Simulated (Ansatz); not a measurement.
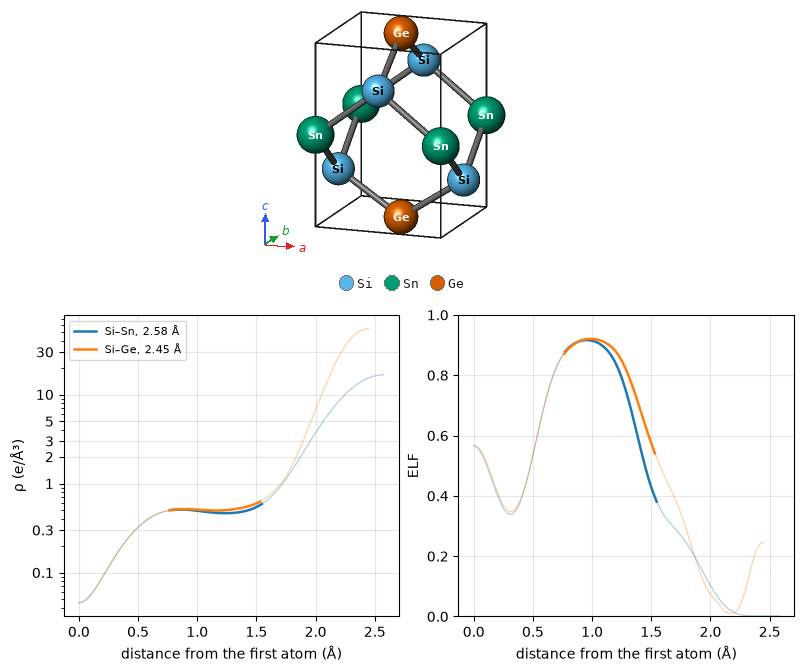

*Si$_{2}$SnGe. Valence electron density and electron localisation function along straight lines between neighbouring atoms. Thin, pale parts lie inside the atomic spheres. The structure is drawn too.*

Space group P-4m2; changed on purpose from its base cell (volume × 0.98, shape and atoms relaxed).

Method: DFT PBE, scalar-relativistic, plane waves, PAW (Ansatz 0.2.0).

The density is the valence pseudo-density of a PAW calculation; it isn't the true density close to the nuclei.

**Compare the contacts.**

Si–Sn (2.58 Å): ρ is about 0.47 e/Å³ halfway; the ELF peaks at about 0.90 in the valence shell of Si, 1.0 Å from its nucleus, and is about 0.75 at the midpoint.
Si–Ge (2.45 Å): ρ is about 0.5 e/Å³ halfway; the ELF peaks at about 0.90 between the atoms, as expected for localised, covalent bonding.
